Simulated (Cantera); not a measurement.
A closed system holds: 1 mol SiC, 0.41 mol H2O, 7.6 mol N2, equilibrated at 10.0 mbar.

Method: chemical equilibrium by Gibbs-energy minimisation in Cantera with the NASA 1993 tables (ideal gas, pure condensed phases). Candidate condensed phases: C, C6H6, C7H8, C8H18, H2O, Si, SiC, SiO2, Si2N2O, Si3N4; 151 gas species. N2 is the only nitrogen source here; it is nearly inert below about 1500 K, so the nitride shown seldom forms there in practice. Mutual solubility and eutectic melting of coexisting phases are not modelled. The tables' values for SiN are old estimates; treat these amounts as uncertain. Equilibrium is a limit: real reactors are often held back by kinetics, nucleation or transport.

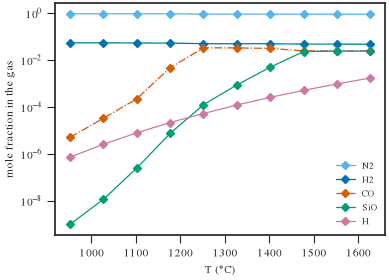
Figure. Equilibrium gas composition (values under 1e-9 drawn at 1e-9)

From 952 °C to 1027 °C the condensed part is C(graphite) + Si2N2O(s) + Si3N4(s). From 1102 °C to 1177 °C the condensed part is C(graphite) + SiC(s) + Si2N2O(s). From 1252 °C to 1477 °C the condensed part is SiC(s) + Si2N2O(s). From 1552 °C to 1627 °C the condensed part is SiC(s).
